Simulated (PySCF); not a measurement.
C9H8O2, SMILES CC(=O)c1ccc(C=O)cc1, singlet at its GFN2-xTB optimised geometry (Å):

```
19

C     -0.7488    -3.1575     0.1430
C     -1.4856    -1.8509    -0.0004
O     -2.6895    -1.8039    -0.1063
C     -0.6654    -0.6048     0.0000
C     -1.3473     0.6145    -0.0020
C     -0.6585     1.8086     0.0008
C      0.7363     1.8057     0.0027
C      1.4893     3.0683     0.0071
O      2.6895     3.1599     0.0121
C      1.4210     0.5891     0.0000
C      0.7301    -0.6048     0.0000
H     -1.4689    -3.9705     0.1898
H     -0.0945    -3.3109    -0.7126
H     -0.1453    -3.1541     1.0480
H     -2.4270     0.5937    -0.0047
H     -1.1929     2.7475     0.0014
H      0.8458     3.9705     0.0058
H      2.5008     0.6082    -0.0015
H      1.2811    -1.5319    -0.0053
```

Calculation: PBE0/def2-SVP (PySCF).

Map of the deformation density (molecule minus spherical neutral atoms) (e/bohr³) on the plane z = 0.6 Å:

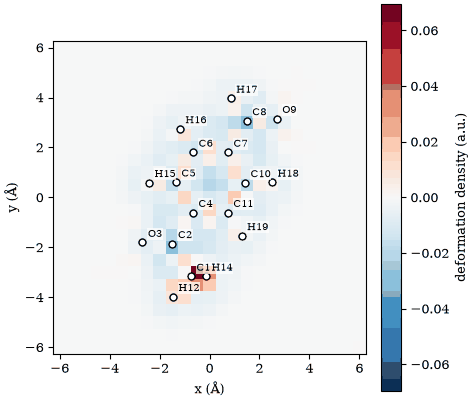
Deformation density (molecule minus spherical neutral atoms) (e/bohr³) on the plane z = 0.6 Å.
